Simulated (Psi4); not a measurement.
# UCCSD(T)/aug-cc-pVDZ run of Si2 (disilicon)

What is the energy change on altering one bond length of Si2 (disilicon) at UCCSD(T)/aug-cc-pVDZ? 

The calculation is run with Psi4 1.11.

2 further runs of the same task are left out: 1 that didn't finish, 1 set aside as unsound or not needed.

**1. The structure to begin with**

The species is Si2 (2 atoms), meant as a triplet with charge 0. SMILES: `[Si]=[Si]`. Geometry: relaxed at GFN2-xTB.

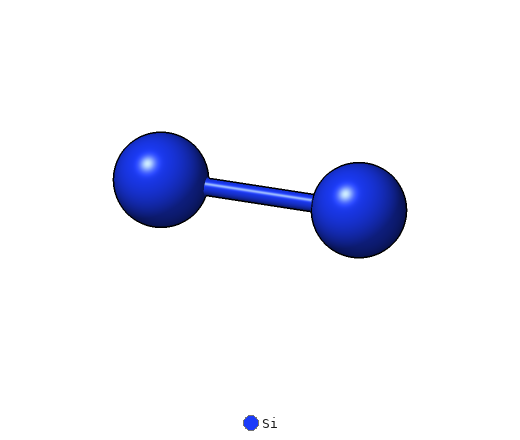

The structure, seen from a chosen angle (silicon blue).

**2. The energy at UCCSD(T)/aug-cc-pVDZ**

input.in

```
memory 1600 MB

molecule {
  0 3
  Si
  Si 1 2.17421
}

set globals {
  reference   uhf
  scf_type    direct
  freeze_core true
}

e_tot = energy("ccsd(t)/aug-cc-pVDZ")
```

The run is started by

```
$ psi4 -n 1 input.in input.out
```

input.out:

```text
[...]
  Running in d2h symmetry.
[...]
  Nuclear repulsion =   47.704100933819646
[...]
  Multiplicity = 3
[...]
  Nalpha       = 15
  Nbeta        = 13
[...]
    Number of basis functions: 54
[...]
   @DF-UHF iter   1:  -577.71914673823687   -7.52793e-01   5.21362e-03 ADIIS/DIIS
[...]
   @UHF iter  19:  -577.74225359390562   -1.59162e-12   5.33884e-09 DIIS
[...]
   @S^2 Observed:                2.024336832E+00
[...]
    Orbital Energies [Eh]
    ---------------------
    Alpha Occupied:
       1Ag   -68.821614     1B1u  -68.821611     2Ag    -6.166562
       2B1u   -6.166226     3Ag    -4.274795     3B1u   -4.273310
       1B2u   -4.270865     1B3g   -4.270682     1B3u   -4.264413
       1B2g   -4.264235     4Ag    -0.745716     4B1u   -0.514880
       5Ag    -0.355197     2B2u   -0.320479     2B3u   -0.285377
    Alpha Virtual:
       2B3g    0.006314     2B2g    0.024758     5B1u    0.040749
       6Ag     0.067005     3B2u    0.070332     3B3u    0.078121
       7Ag     0.080702     3B3g    0.100490     3B2g    0.109054
       6B1u    0.146153     1B1g    0.180733     8Ag     0.180905
[...]
  @UHF Final Energy:  -577.74225359390562
   => Energetics <=
    Nuclear Repulsion Energy =             47.7041009338196460
    One-Electron Energy =                -896.2653152844837905
    Two-Electron Energy =                 270.8189607567584858
    Total Energy =                       -577.7422535939056161
  UHF NO Occupations:
  HONO-2 :    4B1u 1.9908749
  HONO-1 :    2B2u 1.0000000
[...]
 Multipole Moments:
 ------------------------------------------------------------------------------------
     Multipole            Electronic (a.u.)      Nuclear  (a.u.)        Total (a.u.)
 ------------------------------------------------------------------------------------
 L = 1.  Multiply by 2.5417464519 to convert [e a0] to [Debye]
 Dipole X            :          0.0000000            0.0000000            0.0000000
 Dipole Y            :          0.0000000            0.0000000            0.0000000
 Dipole Z            :          0.0000000            0.0000000            0.0000000
 Magnitude           :                                                    0.0000000
[...]
      * MP2 total energy                      = -577.893934748854576
[...]
      * CCSD total energy                     = -577.921256924349677
[...]
      * CCSD(T) total energy                     = -577.933346999999003
[...]
```

It took 29 s on 1 thread of Intel Xeon Platinum 8259CL at 2.50GHz (Skylake/Cascade Lake), shared host; peak memory 0.25 GiB.

**3. The distorted shape**

calc.py

```python
import psi4

psi4.set_memory('1600 MB')
psi4.set_num_threads(1)
psi4.core.set_output_file('psi4.out', False)

m = psi4.geometry("""
0 3
Si    -0.025493    -0.125477     0.276218
Si    -0.090140    -0.015818     2.226003
units angstrom
""")

options = {'reference': 'uhf', 'scf_type': 'direct', 'freeze_core': True}
psi4.set_options(options)

result = psi4.energy('ccsd(t)/aug-cc-pVDZ', molecule=m)
print(f'total energy {result:.8f} hartree = {result * 27.211386:.5f} eV')
```

The run is started by

```
$ python calc.py
```

psi4.out:

```text
[...]
  Running in d2h symmetry.
[...]
  Nuclear repulsion =   53.081950224987928
[...]
  Multiplicity = 3
[...]
  Nalpha       = 15
  Nbeta        = 13
[...]
    Number of basis functions: 54
[...]
   @DF-UHF iter   1:  -577.70229778893645   -5.67841e-01   5.64764e-03 ADIIS/DIIS
[...]
   @UHF iter  19:  -577.72437282748206   -1.02318e-12   4.47010e-09 DIIS
[...]
   @S^2 Observed:                2.021320591E+00
[...]
    Orbital Energies [Eh]
    ---------------------
    Alpha Occupied:
       1Ag   -68.801014     1B1u  -68.801009     2Ag    -6.153964
       2B1u   -6.152992     3Ag    -4.265353     3B1u   -4.261027
       1B3u   -4.257724     1B2g   -4.257195     1B2u   -4.250662
       1B3g   -4.250149     4Ag    -0.782892     4B1u   -0.496680
       5Ag    -0.352442     2B3u   -0.346284     2B2u   -0.307151
    Alpha Virtual:
       2B2g    0.023100     2B3g    0.039181     5B1u    0.042463
       3B3u    0.067620     6Ag     0.068995     3B2u    0.075334
       7Ag     0.080138     3B2g    0.105359     3B3g    0.115420
       6B1u    0.154868     8Ag     0.180281     1B1g    0.180298
[...]
  @UHF Final Energy:  -577.72437282748206
   => Energetics <=
    Nuclear Repulsion Energy =             53.0819502249879278
    One-Electron Energy =                -907.1939309653404280
    Two-Electron Energy =                 276.3876079128704646
    Total Energy =                       -577.7243728274820569
  UHF NO Occupations:
  HONO-2 :    4B1u 1.9922989
  HONO-1 :    5 Ag 1.0000000
[...]
 Multipole Moments:
 ------------------------------------------------------------------------------------
     Multipole            Electronic (a.u.)      Nuclear  (a.u.)        Total (a.u.)
 ------------------------------------------------------------------------------------
 L = 1.  Multiply by 2.5417464519 to convert [e a0] to [Debye]
 Dipole X            :          0.0000000            0.0000000            0.0000000
 Dipole Y            :          0.0000000            0.0000000            0.0000000
 Dipole Z            :          0.0000000            0.0000000            0.0000000
 Magnitude           :                                                    0.0000000
[...]
      * MP2 total energy                      = -577.870982412864805
[...]
      * CCSD total energy                     = -577.897898290808826
[...]
      * CCSD(T) total energy                     = -577.908561924798846
```

Standard output:

```text
total energy -577.90856192 hartree = -15725.69295 eV
```

Run time: 29 s. Hardware: 1 thread of Intel Xeon Platinum 8259CL at 2.50GHz (Skylake/Cascade Lake), shared host; peak memory 0.24 GiB.

**4. What came out**

At UCCSD(T)/aug-cc-pVDZ, 10 core orbitals frozen:

```
                                                                   quantity          value
                                                  first shape: total energy  -577.93335 Eh
    first shape: HOMO energy (Hartree–Fock orbitals) (highest over α and β)       -7.32 eV
     first shape: LUMO energy (Hartree–Fock orbitals) (lowest over α and β)       -0.72 eV
                  first shape: correlation energy (10 core orbitals frozen)     -191.1 mEh
                                                first shape: (T) correction     -12.09 mEh
                             first shape: ⟨S²⟩ of the reference determinant          2.024
                                                 first shape: T1 diagnostic          0.035
                                              distorted shape: total energy  -577.90856 Eh
distorted shape: HOMO energy (Hartree–Fock orbitals) (highest over α and β)       -7.87 eV
 distorted shape: LUMO energy (Hartree–Fock orbitals) (lowest over α and β)       -0.66 eV
              distorted shape: correlation energy (10 core orbitals frozen)     -184.2 mEh
                                            distorted shape: (T) correction     -10.66 mEh
                         distorted shape: ⟨S²⟩ of the reference determinant          2.021
                                             distorted shape: T1 diagnostic          0.030
        energy change with the Si1–Si2 bond shortened from 2.174 to 1.954 Å       0.674 eV
```

In words: With the Si1–Si2 bond shortened from 2.174 to 1.954 Å the energy rises by 0.67 eV (65.1 kJ/mol). The first shape isn't relaxed at this level, so the change isn't measured from a minimum. The triples (first shape) make up 6.3 % of the correlation energy. The triples (distorted shape) make up 5.8 % of the correlation energy.
